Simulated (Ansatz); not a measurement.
# BiN (model cell, started as zinc blende): following an unstable mode, part 2 of 3

Wanted: the energy along a soft mode of BiN (model cell, started as zinc blende) and the structure at the end.

Ansatz 0.2.0; DFT PBEsol, scalar-relativistic, plane waves, PAW.

So far, highest frequency on the path or at a solved wavevector (cm⁻¹): step 2 (response at finite wavevector) 310. Also lowest frequency on the path (cm⁻¹): step 2 -107.

The structure was built from a prototype and need not be the compound's stable phase.

## (5) Energy along the mode, all amplitudes (two of the runs are shown above)

An imaginary frequency means negative curvature, so the energy should fall and then rise again as anharmonic terms take over.

Numbers from this step:

```
depth at the lowest point sampled  : 3.956 meV/atom
largest atomic shift at that point : 0.22 Å
```

The energy from the parent by largest atomic shift:

| largest atomic shift (Å) | energy from the parent (meV/atom) |
| --- | --- |
| 0.000 | 0 |
| 0.040 | -0.133 |
| 0.080 | -0.663 |
| 0.140 | -2.13 |
| 0.220 | -3.96 |
| 0.320 | -3.12 |
| 0.450 | 7.95 |

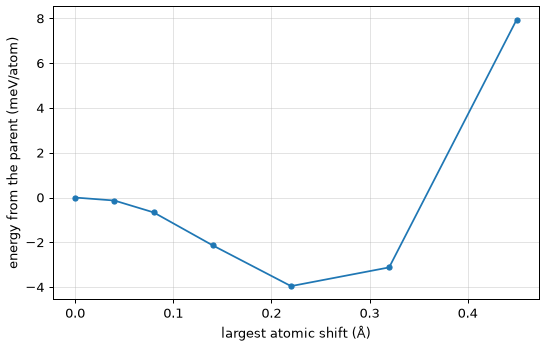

Energy from the parent against largest atomic shift.

Displacement at unit largest shift by atom:

| atom | x (Å) | y (Å) | z (Å) | size |
| --- | --- | --- | --- | --- |
| Bi1 | 0.00 | 0.00 | -0.12 | 0.12 |
| Bi2 | 0.00 | 0.00 | 0.12 | 0.12 |
| N3 | 0.00 | -1.00 | 0.00 | 1.00 |
| N4 | 0.00 | 1.00 | 0.00 | 1.00 |

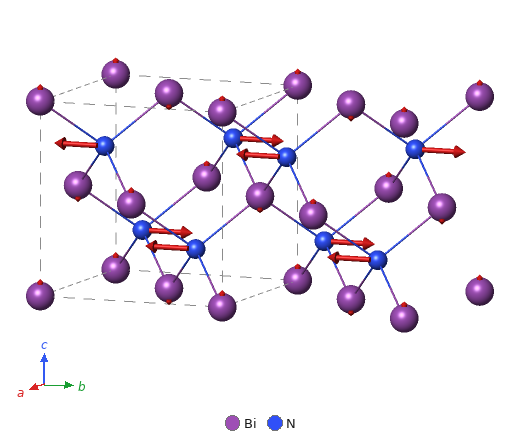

Displacement at unit largest shift as arrows, the longest 1 Å. Bonds to atoms that aren't drawn are left out. 1×2×1 conventional cells are drawn. Some periodic images of atoms are drawn too.

The lowest of the steps tried is at 0.22 Å, 3.96 meV/atom below the parent; the bottom of the well need not coincide with a step.

## (6) Relaxation from the frozen mode

Starting from the lowest point found, all atoms and the cell are let go, so that strain and other modes of the same symmetry can join in.

input.yaml reads:

```yaml
crystal:
  lattice:
    - [0.0, -2.7401716009, -2.7401716009]
    - [0.0, 2.7401716009, -2.7401716009]
    - [5.4803432018, 0.0, 0.0]
  atoms:
    - { symbol: Bi, position: [0.504647477, 0.504647477, 0.5] }
    - { symbol: Bi, position: [-0.004647477, -0.004647477, 0.0] }
    - { symbol: "N", position: [0.0401434713, 0.4598565287, 0.75] }
    - { symbol: "N", position: [0.4598565287, 0.0401434713, 0.25] }
kpoints:
  mp_grid: { grid: [12, 12, 8] }
hamiltonian:
  xc: pbesol
scf:
  occupations: { method: methfessel_paxton, width: 0.2 }
output:
  forces: true
  stress: true
  eigenvalues: true
  write_density: true
  write_potential: true
  elf: true
  volumetric_format: npy
relax:
  adjacent_minimum: "off"
  f_tol: 0.002
  max_steps: 120
  cell: { stress_tol: 0.03 }
```

Started as:

```sh
$ ansatz run input.yaml --threads 4 --pin off --max-ram 7168MiB --backend cpu --events-out ev --progress --plain --runs-dir out
```

Numbers of over 12 decimals in the logs are rounded to 6 here.

What it wrote:

```text
[...]
Crystal: 4 atoms, lattice volume = 82.299 Å³
Basis set: ecut = 420 eV, 1611 PW (Γ), exchange–correlation on 54×54×80 points (8 copies of the dense FFT grid, shifted against one another)
Bands: 24, of which v1, the nominal top of the filled ones, is band 20 counted from 1 (19 counted from 0)
Symmetry: 4 space group operations
[...]
k-points: 215 of 1152 (time reversal used)
[...]
SCF iter   1: F=—  HF=-25237.833507 eV  |F-HF|=—  |Δ(HF+E_count)|=         —  Δρ=1.61e-2  dr2=2.84e-1  ethr=1.77e-3  ⟨swp⟩=5.2  Hψ=22351  notcnv=0
[...]
SCF iter   7: F=-25237.782250 eV  HF=-25237.782250 eV  |F-HF|=2.29e-10  |Δ(HF+E_count)|=   2.52e-8  S|Δr|=    0.00e0  Δρ=2.77e-6  dr2=6.60e-9  ethr=2.50e-10  ⟨swp⟩=9.0  Hψ=34953  notcnv=0
SCF 1 converged in 7 iterations: F = -25237.782250 eV  dr2 = 6.60e-9
[...]
relax step   1: F+E_penalty+E_count = -25237.78224961 eV  Δ(F+E_penalty+E_count) = +0.000e0 eV  max|allowed force component| = 2.286e-1 eV/Å  Δτ_max = 0.0000 Å  P = -0.066 GPa  Ω = 82.299 Å³  (7 SCF iters, dr2 threshold 1.00e-7 eV, accepted)
Crystal: 4 atoms, lattice volume = 81.045 Å³
Basis set: ecut = 420 eV, 1595 PW (Γ), exchange–correlation on 54×54×80 points (8 copies of the dense FFT grid, shifted against one another)
[...]
SCF iter   6: F=-25237.846948 eV  HF=-25237.846948 eV  |F-HF|=6.24e-8  |Δ(HF+E_count)|=   4.85e-7  S|Δr|=    0.00e0  Δρ=1.14e-5  dr2=1.52e-7  ethr=1.00e-9  ⟨swp⟩=12.0  Hψ=43236  notcnv=0
SCF 2 converged in 6 iterations: F = -25237.846948 eV  dr2 = 1.52e-7
[...]
relax step   2: F+E_penalty+E_count = -25237.84694819 eV  Δ(F+E_penalty+E_count) = -6.470e-2 eV  max|allowed force component| = 1.839e-1 eV/Å  Δτ_max = 0.0968 Å  P = -0.651 GPa  Ω = 81.045 Å³  energy of the carried Pulay correction = +1.971e-3 eV  (6 SCF iters, dr2 threshold 4.00e-7 eV, accepted)
Crystal: 4 atoms, lattice volume = 79.815 Å³
Basis set: ecut = 420 eV, 1587 PW (Γ), exchange–correlation on 54×54×80 points (8 copies of the dense FFT grid, shifted against one another)
[...]
SCF iter   6: F=-25237.941184 eV  HF=-25237.941184 eV  |F-HF|=6.27e-8  |Δ(HF+E_count)|=   8.55e-7  S|Δr|=    0.00e0  Δρ=1.09e-5  dr2=1.18e-7  ethr=1.00e-9  ⟨swp⟩=11.9  Hψ=46471  notcnv=0
SCF 3 converged in 6 iterations: F = -25237.941184 eV  dr2 = 1.18e-7
relax step   3: F+E_penalty+E_count = -25237.94118402 eV  Δ(F+E_penalty+E_count) = -9.424e-2 eV  max|allowed force component| = 2.568e-1 eV/Å  Δτ_max = 0.0445 Å  P = -0.884 GPa  Ω = 79.815 Å³  energy of the carried Pulay correction = +3.934e-3 eV  (6 SCF iters, dr2 threshold 4.00e-7 eV, accepted)
[... from here on, the SCF cycles and remarks between the steps are left out ...]
relax step   4: F+E_penalty+E_count = -25237.96573823 eV  Δ(F+E_penalty+E_count) = -2.455e-2 eV  max|allowed force component| = 7.533e-1 eV/Å  Δτ_max = 0.1273 Å  P = +2.813 GPa  Ω = 76.834 Å³  energy of the carried Pulay correction = +8.816e-3 eV  (7 SCF iters, dr2 threshold 4.00e-7 eV, accepted)
relax step   5: F+E_penalty+E_count = -25237.91120294 eV  Δ(F+E_penalty+E_count) = +5.454e-2 eV  max|allowed force component| = 7.069e-1 eV/Å  Δτ_max = 0.1879 Å  P = -4.143 GPa  Ω = 77.909 Å³  energy of the carried Pulay correction = +7.035e-3 eV  (7 SCF iters, dr2 threshold 4.00e-7 eV, rejected (line search))
relax step   6: F+E_penalty+E_count = -25238.01022425 eV  Δ(F+E_penalty+E_count) = -4.449e-2 eV  max|allowed force component| = 3.111e-1 eV/Å  Δτ_max = 0.0939 Å  P = -1.020 GPa  Ω = 77.747 Å³  energy of the carried Pulay correction = +7.302e-3 eV  (10 SCF iters, accepted)
relax step   7: F+E_penalty+E_count = -25238.03979147 eV  Δ(F+E_penalty+E_count) = -2.957e-2 eV  max|allowed force component| = 1.102e-1 eV/Å  Δτ_max = 0.0460 Å  P = -0.267 GPa  Ω = 76.508 Å³  energy of the carried Pulay correction = +9.362e-3 eV  (6 SCF iters, dr2 threshold 4.00e-7 eV, accepted)
relax step   8: F+E_penalty+E_count = -25238.04359094 eV  Δ(F+E_penalty+E_count) = -3.799e-3 eV  max|allowed force component| = 2.808e-2 eV/Å  Δτ_max = 0.0112 Å  P = +0.175 GPa  Ω = 76.033 Å³  energy of the carried Pulay correction = +1.016e-2 eV  (5 SCF iters, dr2 threshold 4.00e-7 eV, accepted)
relax step   9: F+E_penalty+E_count = -25238.04367239 eV  Δ(F+E_penalty+E_count) = -8.145e-5 eV  max|allowed force component| = 4.835e-3 eV/Å  Δτ_max = 0.0038 Å  P = -0.017 GPa  Ω = 76.196 Å³  energy of the carried Pulay correction = +9.885e-3 eV  (4 SCF iters, dr2 threshold 2.98e-7 eV, accepted)
relax step  10: F+E_penalty+E_count = -25238.04371445 eV  Δ(F+E_penalty+E_count) = -4.206e-5 eV  max|allowed force component| = 5.290e-4 eV/Å  Δτ_max = 0.0014 Å  P = -0.002 GPa  Ω = 76.189 Å³  energy of the carried Pulay correction = +9.897e-3 eV  (5 SCF iters, dr2 threshold 9.68e-9 eV, accepted)
relax step  11: F+E_penalty+E_count = -25238.05521243 eV  Δ(F+E_penalty+E_count) = -1.150e-2 eV  max|allowed force component| = 7.495e-4 eV/Å  Δτ_max = 0.0000 Å  P = +0.168 GPa  Ω = 76.189 Å³  stress off target by 5.75e-1 GPa  SCF on the basis re-selected at this cell (its energy is not comparable with the rows above)  (7 SCF iters)
relax step  12: F+E_penalty+E_count = -25238.05693351 eV  Δ(F+E_penalty+E_count) = -1.721e-3 eV  max|allowed force component| = 5.270e-3 eV/Å  Δτ_max = 0.0055 Å  P = +0.030 GPa  Ω = 76.085 Å³  energy of the carried Pulay correction = +2.454e-4 eV  (5 SCF iters, dr2 threshold 4.00e-7 eV, accepted)
relax step  13: F+E_penalty+E_count = -25238.05701377 eV  Δ(F+E_penalty+E_count) = -8.026e-5 eV  max|allowed force component| = 4.954e-4 eV/Å  Δτ_max = 0.0016 Å  P = -0.003 GPa  Ω = 76.064 Å³  energy of the carried Pulay correction = +2.924e-4 eV  (5 SCF iters, dr2 threshold 1.24e-8 eV, accepted)
relax step  14: F+E_penalty+E_count = -25238.05683387 eV  Δ(F+E_penalty+E_count) = +1.799e-4 eV  max|allowed force component| = 3.983e-4 eV/Å  Δτ_max = 0.0000 Å  P = -0.006 GPa  Ω = 76.064 Å³  stress off target by 3.48e-2 GPa  SCF on the basis re-selected at this cell (its energy is not comparable with the rows above)  (5 SCF iters)
relax step  15: F+E_penalty+E_count = -25238.05693498 eV  Δ(F+E_penalty+E_count) = -1.011e-4 eV  max|allowed force component| = 8.216e-4 eV/Å  Δτ_max = 0.0014 Å  P = +0.005 GPa  Ω = 76.018 Å³  energy of the carried Pulay correction = +8.979e-5 eV  (5 SCF iters, dr2 threshold 3.02e-9 eV, accepted)
[...]
SCF iter   5: F=-25238.056866 eV  HF=-25238.056866 eV  |F-HF|=7.28e-12  |Δ(HF+E_count)|=  1.82e-11  S|Δr|=    0.00e0  Δρ=4.05e-8  dr2=1.72e-12  ethr=1.00e-12  ⟨swp⟩=5.8  Hψ=21938  notcnv=0
SCF 16 converged in 5 iterations: F = -25238.056866 eV  dr2 = 1.72e-12
relax step  16: F+E_penalty+E_count = -25238.05686614 eV  Δ(F+E_penalty+E_count) = +6.884e-5 eV  max|allowed force component| = 8.325e-4 eV/Å  Δτ_max = 0.0000 Å  P = +0.004 GPa  Ω = 76.018 Å³  stress off target by 7.66e-3 GPa  SCF on the basis re-selected at this cell (its energy is not comparable with the rows above)  (5 SCF iters)
[...]
SCF converged after 5 iterations
[...]
Free energy (F): -25238.056866 eV
[...]
Internal energy: -25238.059559 eV  (E = F + TS)
E sigma→0 (E₀):  -25238.057539 eV
Entropy (-TS):   0.002693 eV (0.673 meV/atom)
Fermi energy:    10.812052 eV
[...]
--- Forces (eV/Å), atoms counted from 1 ---
  atom   1  Bi     0.00000000    -0.00000000     0.00083255
  atom   2  Bi     0.00000000     0.00000000    -0.00083255
  atom   3  N      0.00000000     0.00005904    -0.00000000
  atom   4  N      0.00000000    -0.00005904     0.00000000
  max |Σ_I F_I| component: 4.16e-17 eV/Å
--- Stress (GPa, compression-positive) ---
        0.004911      -0.000000       0.000000
       -0.000000       0.007656      -0.000000
        0.000000      -0.000000      -0.001239
  P = ⅓ Tr σ = 0.0038 GPa (0.038 kbar)
--- Band table (eV; the first three rows and the last of 215) ---
  k-point 0: bands = [... 16 lower, 8.6820, 9.1753, 9.1779, 10.0926, 10.9708, 14.2093, 14.5960, 14.6089]
  k-point 1: bands = [... 16 lower, 8.6300, 9.0608, 9.2625, 9.9604, 11.1952, 14.2634, 14.2749, 14.7081]
  k-point 2: bands = [... 16 lower, 8.4873, 8.7126, 9.4521, 9.8559, 11.5891, 13.6385, 14.5046, 14.9520]
  k-point 214: bands = [... 16 lower, 6.6263, 6.6263, 10.3155, 10.3155, 13.0384, 13.0384, 14.2435, 14.2435]
--- Relaxed structure (13 steps of the walk, 12 accepted, 3 SCFs on fresh bases) ---
  F+E_penalty+E_count = -25238.05686614 eV   max|allowed force component| = 8.325e-4 eV/Å   (the final SCF, on the basis selected at the relaxed cell)
  cell:  # Å, volume = 76.0175 Å³
    - [0.0, -3.020166, -2.238225]
    - [0.0, 3.020166, -2.238225]
    - [5.622755, 0.0, 0.0]
  atoms:
    - { symbol: Bi, position: [0.548908, 0.548908, 0.5] }
    - { symbol: Bi, position: [-0.048908, -0.048908, 0] }
    - { symbol: N, position: [0.069786, 0.430214, 0.750000] }
    - { symbol: N, position: [0.430214, 0.069786, 0.25] }
```

Wall time 3.2 min (4 threads of Arm Neoverse V1, shared host); peak memory 0.66 GiB; 13 min of CPU time.

Relaxation path:

| step | energy less that of the first step (eV) | largest force component (eV/Å) | pressure (GPa) | volume (Å³) |
| --- | --- | --- | --- | --- |
| 1 | 0.0000 | 0.2286 | -0.07 | 82.30 |
| 2 | -0.0647 | 0.1839 | -0.65 | 81.04 |
| 3 | -0.1589 | 0.2568 | -0.88 | 79.81 |
| 4 | -0.1835 | 0.7533 | 2.81 | 76.83 |
| 5 | -0.1290 | 0.7069 | -4.14 | 77.91 |
| 6 | -0.2280 | 0.3111 | -1.02 | 77.75 |
| 7 | -0.2575 | 0.1102 | -0.27 | 76.51 |
| 8 | -0.2613 | 0.0281 | 0.18 | 76.03 |
| 9 | -0.2614 | 0.0048 | -0.02 | 76.20 |
| 10 | -0.2615 | 0.0005 | 0.00 | 76.19 |
| 11* | -0.2730 | 0.0008 | 0.17 | 76.19 |
| 12 | -0.2747 | 0.0053 | 0.03 | 76.09 |
| 13 | -0.2748 | 0.0005 | 0.00 | 76.06 |
| 14* | -0.2746 | 0.0004 | -0.01 | 76.06 |
| 15 | -0.2747 | 0.0008 | 0.00 | 76.02 |
| 16* | -0.2746 | 0.0008 | 0.00 | 76.02 |

Relaxation steps marked * repeat the geometry before them on a plane-wave basis chosen anew for their cell, so energy and pressure can jump there. Relaxation step 5 was tried and not accepted.

The run keeps the 4 symmetry operations that it works with, so distortions that break them were not tested.

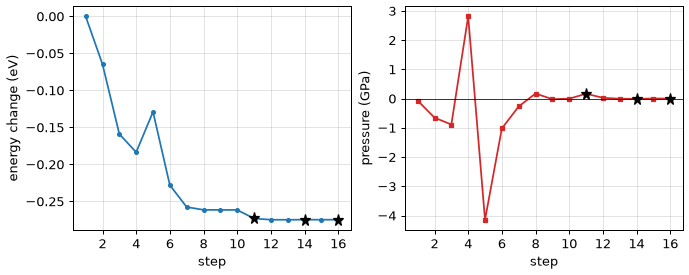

Energy and pressure along the relaxation. Stars mark steps on a basis chosen anew.

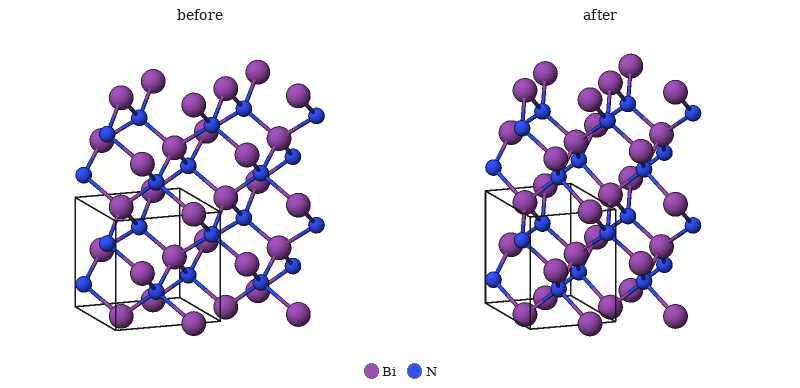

Before and after, at one scale.

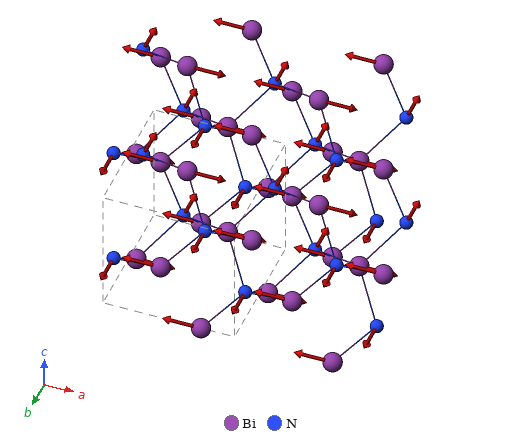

Displacements in the relaxation, exaggerated, measured against the changing cell; the longest in the cell stands for 0.20 Å. 2×1×2 conventional cells are drawn. Some periodic images of atoms are drawn too.

| cell as run | before | after | change |
| --- | --- | --- | --- |
| a (Å) | 3.875 | 3.759 | -3.0 % |
| b (Å) | 3.875 | 3.759 | -3.0 % |
| c (Å) | 5.480 | 5.623 | +2.6 % |
| γ (°) | 90.00 | 106.92 | +18.8 % |
| volume (Å³/atom) | 20.57 | 19.00 | -7.6 % |

The atoms that moved most (Å, as changes of fractional coordinates times the final cell):

| atom | dx | dy | dz | length |
| --- | --- | --- | --- | --- |
| Bi1 | 0.000 | 0.000 | -0.198 | 0.198 |
| Bi2 | 0.000 | 0.000 | 0.198 | 0.198 |
| N3 | 0.000 | -0.179 | 0.000 | 0.179 |
| N4 | 0.000 | 0.179 | 0.000 | 0.179 |

Final coordinates:

```
Bi N
1.0
     0.00000   -3.02017   -2.23822
     0.00000    3.02017   -2.23822
     5.62275    0.00000    0.00000
Bi N
2 2
Direct
  0.54891 0.54891 0.50000
  0.95109 0.95109 0.00000
  0.06979 0.43021 0.75000
  0.43021 0.06979 0.25000
```

Numbers from this step:

```
pressure        : 0.003776 GPa
volume per atom : 19.00 Å³
```

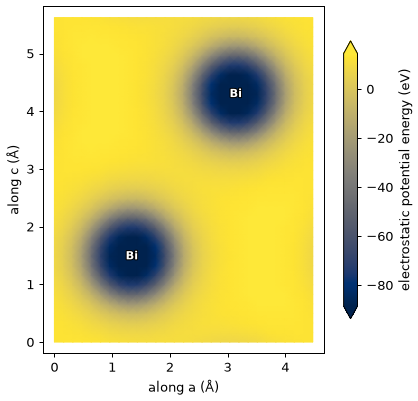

Electrostatic potential energy in the ac plane of the conventional cell at fractional y = 0.000, with atoms of Bi within 0.2 Å of it. With pseudopotentials it is smooth inside the atoms' cores, unlike the true potential. The map starts off the cell's origin, so that atoms lie inside it.

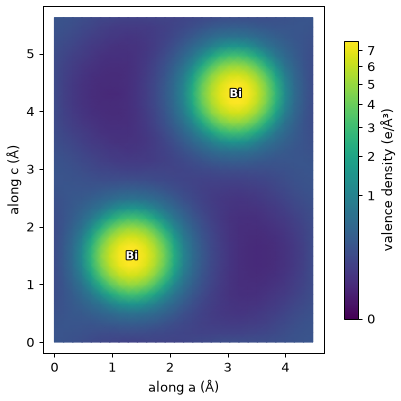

Valence density in the ac plane of the conventional cell at fractional y = 0.000, with atoms of Bi within 0.2 Å of it. It is the smooth field of the valence electrons, not physical close to the nuclei. The map starts off the cell's origin, so that atoms lie inside it. The colour scale is stretched toward low values.

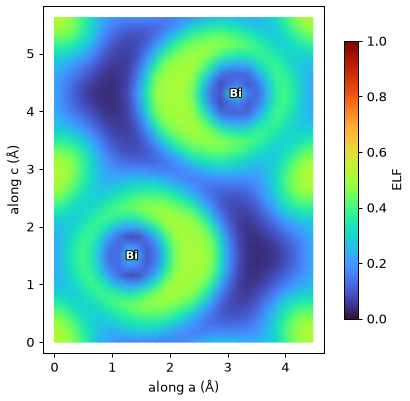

ELF in the ac plane of the conventional cell at fractional y = 0.000, with atoms of Bi within 0.2 Å of it. It is the smooth field of the valence electrons, not physical close to the nuclei. The map starts off the cell's origin, so that atoms lie inside it.

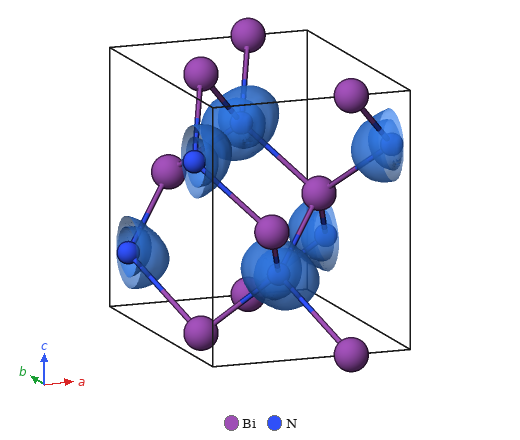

Surface of ELF = 0.77.

The distorted start has space group C222_1; the relaxation ends in C222_1.

## (7) The new phase in its own primitive cell

The relaxed structure is symmetrised, reduced to its primitive cell and relaxed tightly, as its phonons need.

input.yaml reads:

```yaml
crystal:
  lattice:
    - [2.2382249034, -3.0201655381, 0.0]
    - [2.2382249034, 3.0201655381, 0.0]
    - [0.0, 0.0, 5.6227548336]
  atoms:
    - { symbol: Bi, position: [0.2989076856, 0.2989076856, 0.5] }
    - { symbol: Bi, position: [0.7010923144, 0.7010923144, 0.0] }
    - { symbol: "N", position: [0.1802144491, 0.8197855509, 0.25] }
    - { symbol: "N", position: [0.8197855509, 0.1802144491, 0.75] }
kpoints:
  mp_grid: { grid: [12, 12, 8] }
hamiltonian:
  xc: pbesol
scf:
  occupations: { method: methfessel_paxton, width: 0.2 }
output:
  forces: true
  stress: true
  eigenvalues: true
relax:
  adjacent_minimum: "off"
  f_tol: 0.001
  max_steps: 60
  cell: { stress_tol: 0.01 }
```

What it wrote:

```text
[...]
Crystal: 4 atoms, lattice volume = 76.018 Å³
Basis set: ecut = 420 eV, 1507 PW (Γ), exchange–correlation on 54×54×80 points (8 copies of the dense FFT grid, shifted against one another)
Bands: 24, of which v1, the nominal top of the filled ones, is band 20 counted from 1 (19 counted from 0)
Symmetry: 4 space group operations
[...]
k-points: 215 of 1152 (time reversal used)
[...]
cell:  # Å, volume = 76.0175 Å³
    - [2.2382249034, -3.0201655381, 0.0]
    - [2.2382249034, 3.0201655381, 0.0]
    - [0.0, 0.0, 5.6227548336]
  atoms:
    - { symbol: Bi, position: [0.2989076856, 0.2989076856, 0.5] }
    - { symbol: Bi, position: [0.7010923144, 0.7010923144, 0.0] }
    - { symbol: N, position: [0.1802144491, 0.8197855509, 0.25] }
    - { symbol: N, position: [0.8197855509, 0.1802144491, 0.750000] }
[key lines of the parts left out:]
SCF converged after 6 iterations
Free energy (F): -25238.056866 eV
Fermi energy:    10.812052 eV
P = ⅓ Tr σ = 0.0038 GPa (0.038 kbar)
```

It took 23 s on 4 threads; peak memory 0.6 GiB.

Little changed from the start: no atom moved by 0.005 Å and no cell edge by 0.1 %.

The largest force component left is 0.83 meV/Å and the pressure is 0.004 GPa, within the tolerances set. The cell now holds 19.00 Å³/atom.

(Continued in part 3 of 3.)

[Logs are printed without paths, hosts, clocks, repeated set-up lines and the standing remarks that a program may print on its own settings, such as how far it seeks lower states.]

[Hosts, paths, dates, database ids (printed as entryN), source tags and the programs' standing remarks are cut or masked in the printed files.]
